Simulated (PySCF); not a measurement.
**One shape, several levels: BN2H5 (SMILES NBN)**

Aim: a comparison of 6 runs (HF/3-21G, B3LYP/6-31G*, BLYP/6-311+G**, SVWN5/6-311+G**, wB97M-V/6-311+G**, SCS-MP2/6-311+G**) of BN2H5. 

The results are computed with PySCF 2.14.0.

3 further runs of the same task are left out: 3 set aside as unsound or not needed. Runs told in other sessions of the task aren't counted.

## (1) The system as given

The species is BN2H5 (8 atoms), meant as a singlet with charge 0. SMILES: `NBN`. The shape is that of a PBE0-D4/def2-TZVP optimisation.

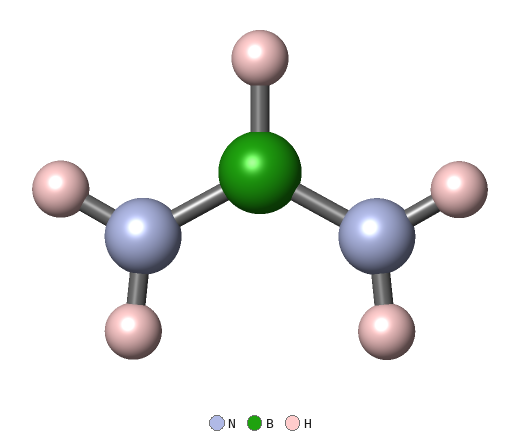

The structure, seen from a chosen angle (nitrogen light blue, boron green, hydrogen pink).

## (2) The energy at HF/3-21G (run 1)

File run.py:

```python
from pyscf import gto

mol = gto.M(
    atom=[
    ('N', (-0.971000, 0.516500, -0.581100)),
    ('B', (0.194200, 0.386600, 0.200500)),
    ('N', (0.848200, -0.845200, 0.401400)),
    ('H', (-1.426800, -0.244500, -1.053400)),
    ('H', (-1.423900, 1.400900, -0.713700)),
    ('H', (0.649700, 1.368600, 0.718000)),
    ('H', (1.676700, -0.919800, 0.960900)),
    ('H', (0.545000, -1.720300, 0.011600)),
],
    max_memory=1860,
    basis='3-21g',
    verbose=3,
)

mf = mol.RHF()
mf.conv_tol = 1e-10
mf.kernel()
if not mf.converged:
    mf = mf.newton().run(mf.mo_coeff, mf.mo_occ)

e_tot = mf.e_tot
print('Final energy', e_tot)
```

Run with:

```bash
$ OMP_NUM_THREADS=1 python run.py
```

The log of the run:

```text
converged SCF energy = -135.828787597942
Final energy -135.82878759794167
```

Run time: 0.8 s. Hardware: 1 thread of Arm Neoverse V2, shared host; peak memory 0.12 GiB.

## (3) A single-point energy at B3LYP/6-31G(d) (spherical functions) (run 2)

File run.py:

```python
from pyscf import gto, dft

mol = gto.M(
    atom='''
N     -0.971000     0.516500    -0.581100
B      0.194200     0.386600     0.200500
N      0.848200    -0.845200     0.401400
H     -1.426800    -0.244500    -1.053400
H     -1.423900     1.400900    -0.713700
H      0.649700     1.368600     0.718000
H      1.676700    -0.919800     0.960900
H      0.545000    -1.720300     0.011600
''',
    max_memory=1860,
    verbose=4,
    basis='6-31g*',
)

calc0 = dft.RKS(mol)
calc0.xc = 'b3lyp'
calc0.grids.level = 5
calc0.conv_tol = 1e-10
calc0.kernel()
if not calc0.converged:
    calc0 = calc0.newton().run(calc0.mo_coeff, calc0.mo_occ)

e_final = calc0.e_tot
print('Final energy', e_final)
```

Run with:

```bash
$ OMP_NUM_THREADS=1 python run.py
```

The log of the run:

```text
PySCF version 2.14.0

[... 74 lines left out ...]
converged SCF energy = -137.436067845119
Final energy -137.4360678451192
```

Wall time 7.8 s (1 thread of Arm Neoverse V2, shared host); peak memory 0.29 GiB.

Runs 3 to 4 aren't shown in full; the table further down has their settings and results.

## (4) A single-point energy at wB97M-V/6-311+G(d,p) (run 5)

File calc.py:

```python
from pyscf import gto, dft

mol = gto.Mole()
mol.atom = '''
N     -1.834924     0.976044    -1.098120
B      0.366985     0.730568     0.378890
N      1.602866    -1.597197     0.758536
H     -2.696261    -0.462038    -1.990637
H     -2.690781     2.647317    -1.348698
H      1.227755     2.586279     1.356823
H      3.168504    -1.738170     1.815838
H      1.029901    -3.250896     0.021921
'''
mol.verbose = 3
mol.basis = '6-311+g**'
mol.max_memory = 1860
mol.unit = 'bohr'
mol.charge = 0
mol.build()

myscf = dft.RKS(mol)
myscf.xc = 'wb97m-v'
myscf.grids.level = 5
myscf.nlcgrids.level = 1
myscf.conv_tol = 1e-10
myscf.kernel()
if not myscf.converged:
    myscf = myscf.newton().run(myscf.mo_coeff, myscf.mo_occ)

etot = myscf.e_tot
print(f'total energy: {etot:.8f} hartree')
```

Run with:

```bash
$ OMP_NUM_THREADS=1 python calc.py
```

The log of the run:

```text
converged SCF energy = -137.426160366798
total energy: -137.42616037 hartree
```

Run time: 70 s. Hardware: 1 thread of Arm Neoverse V2, shared host; peak memory 0.53 GiB.

## (5) A single-point energy at SCS-MP2/6-311+G(d,p) (run 6)

File run.py:

```python
from pyscf import gto, mp

mol = gto.Mole()
mol.atom = '''
N     -1.834924     0.976044    -1.098120
B      0.366985     0.730568     0.378890
N      1.602866    -1.597197     0.758536
H     -2.696261    -0.462038    -1.990637
H     -2.690781     2.647317    -1.348698
H      1.227755     2.586279     1.356823
H      3.168504    -1.738170     1.815838
H      1.029901    -3.250896     0.021921
'''
mol.unit = 'bohr'
mol.charge = 0
mol.basis = '6-311+g**'
mol.max_memory = 1860
mol.verbose = 3
mol.build()

mf = mol.RHF()
mf.conv_tol = 1e-10
mf.kernel()
if not mf.converged:
    mf = mf.newton().run(mf.mo_coeff, mf.mo_occ)

pt = mp.MP2(mf, frozen=3).run()
energy = mf.e_tot + 1.2 * pt.e_corr_os + pt.e_corr_ss / 3
print('E(%s) = %.9f' % ('SCS-MP2', energy))
```

Run with:

```bash
$ OMP_NUM_THREADS=1 python run.py
```

The log of the run:

```text
converged SCF energy = -136.622314211013
E(RMP2) = -137.083121961972  E_corr = -0.460807750958961
E(SCS-RMP2) = -137.079001827825  E_corr = -0.456687616812603
E(SCS-MP2) = -137.079001828
```

Wall time 2.1 s (1 thread of Arm Neoverse V2, shared host); peak memory 0.23 GiB.

## (6) Overview of the runs

| run | level | integration grid | nlc grid | energy (Eh) | dipole moment (D) of the reference | HOMO energy (eV) | LUMO energy (eV) | wall time |
| --- | --- | --- | --- | --- | --- | --- | --- | --- |
| 1 | HF/3-21G | – | – | -135.828788 | 1.48 | -9.89 | 6.91 | 0.8 s |
| 2 | B3LYP/6-31G* (spherical functions) | 5 | – | -137.436068 | 1.49 | -6.11 | 2.44 | 7.8 s |
| 3 | BLYP/6-311+G** | 5 | – | -137.436721 | 1.37 | -5.44 | -0.48 | 15 s |
| 4 | SVWN5/6-311+G** | 5 | – | -136.283319 | 1.43 | -5.72 | -0.42 | 11 s |
| 5 | wB97M-V/6-311+G** | 5 | 1 | -137.426160 | 1.35 | -9.29 | 0.77 | 70 s |
| 6 | SCS-MP2/6-311+G** | – | – | -137.079002 | 1.22 | -10.29 | 1.51 | 2.1 s |

## (7) Summary of results

| quantity | value |
| --- | --- |
| run 6: total energy | -137.07900 Eh |
| run 6: dipole moment (Hartree–Fock density) | 1.22 D |
| run 6: HOMO energy (Hartree–Fock orbitals) | -10.29 eV |
| run 6: LUMO energy (Hartree–Fock orbitals) | 1.51 eV |
| run 6: HOMO–LUMO gap (Hartree–Fock orbitals) | 11.80 eV |
| run 6: correlation energy (3 core orbitals frozen) | -456.7 mEh |

What this shows: Over runs 1, 2, 3, 4, 5 the dipole moment (its size) runs from 1.35 D (wB97M-V/6-311+G**) to 1.49 D (B3LYP/6-31G*). The two ends differ in method and basis. Over runs 1, 2, 3, 4, 5 the HOMO–LUMO gap runs from 4.96 eV (BLYP/6-311+G**) to 16.80 eV (HF/3-21G). Totals of different functionals can't be ranked against each other. All runs together took 1.8 min, the longest 70 s.
